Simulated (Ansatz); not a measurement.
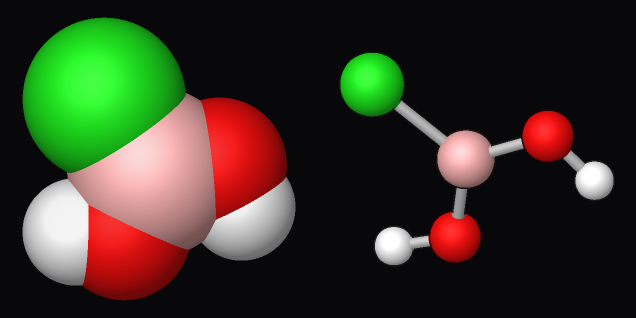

The same structure drawn twice, from different directions. Colours: boron pink, chlorine green, oxygen red, hydrogen white.

Give the formula.

Answer. BClH₂O₂, 6 atoms: 1 boron, 1 chlorine, 2 hydrogen and 2 oxygen.

How many sets of symmetry-equivalent atoms are there?

Answer. 6: 1 B, 1 Cl, 1 O, 1 O, 1 H, 1 H.

More results for the same structure follow; atom numbers are the same in all pictures, views and colours differ. The computed structure is the end point of a PBE0-D4/def2-TZVP optimisation.

## Shape

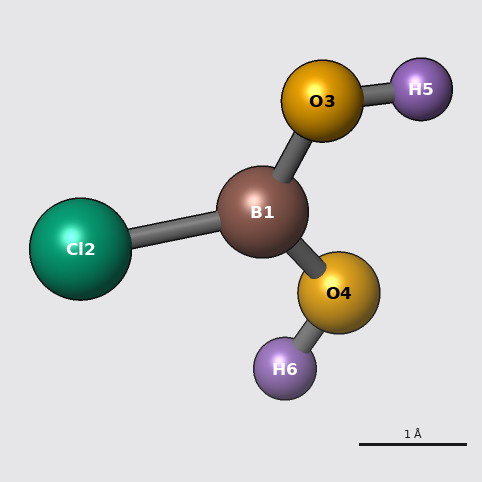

The atoms are numbered.

Give these bond angles: Cl2–B1–O3, Cl2–B1–O4, O3–B1–O4, B1–O3–H5, B1–O4–H6.

```csv
angle,degrees
Cl2–B1–O3,118.0
Cl2–B1–O4,120.9
O3–B1–O4,121.1
B1–O3–H5,112.1
B1–O4–H6,113.5
```

## Electronic properties

Properties computed with RKS PBE0-D4/def2-TZVPP (Ansatz 0.2.0).

What does the calculation give?

- HOMO energy (Kohn–Sham orbital): −9.14 eV
- LUMO energy (Kohn–Sham orbital): 0.53 eV
- HOMO–LUMO gap: 9.67 eV

## Dipole moment

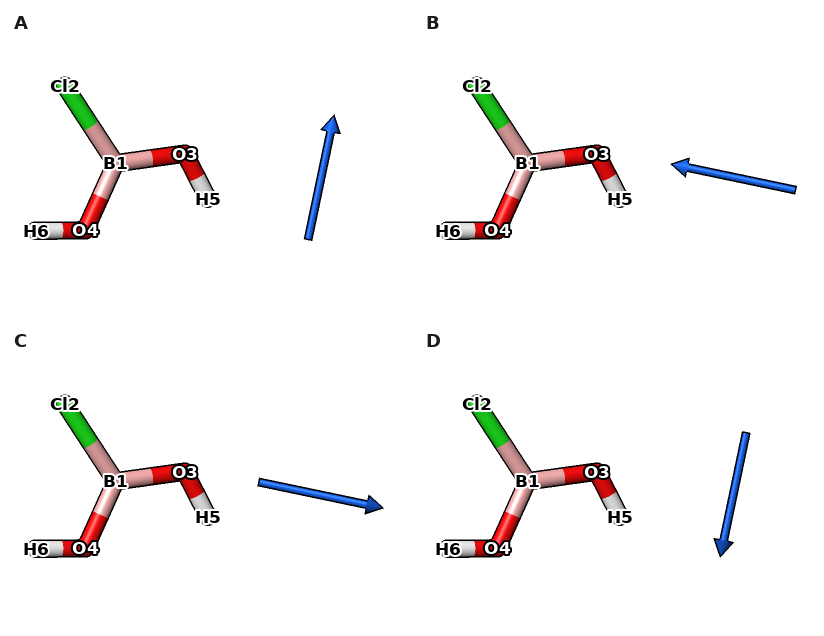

The same molecule four times, each with an arrow. Properties computed with RKS PBE0-D4/def2-TZVP (Ansatz 0.2.0).

Which arrow points along the dipole moment, from the negative to the positive end?

Answer. D. The dipole moment is 1.97 D; it points from the side of Cl2 to the side of H6 (the outermost atoms at the two ends).

## Charges

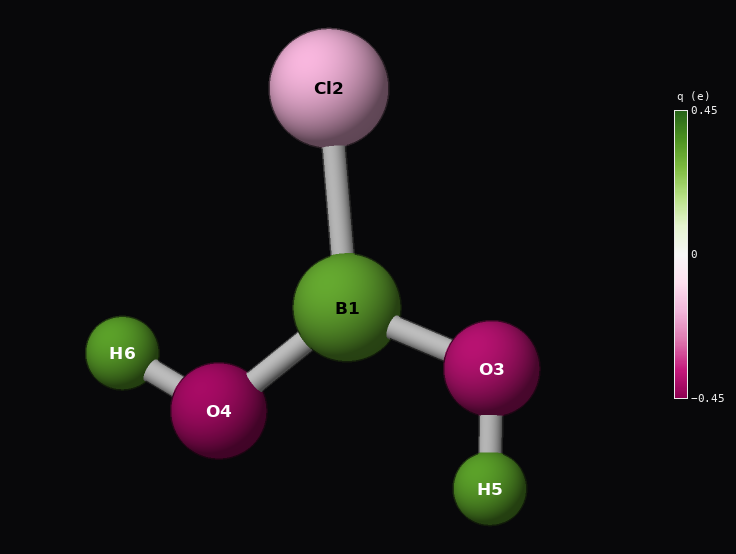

Atoms are coloured by their Mulliken charges. Properties computed with RKS PBE0-D4/def2-TZVP (Ansatz 0.2.0).

List the Mulliken charges.

```
atom  value (e)
  B1       0.32
 Cl2      −0.19
  O3      −0.39
  O4      −0.42
  H5       0.34
  H6       0.34
```

Mulliken values depend strongly on the basis set and can even reverse the polarity of a bond.
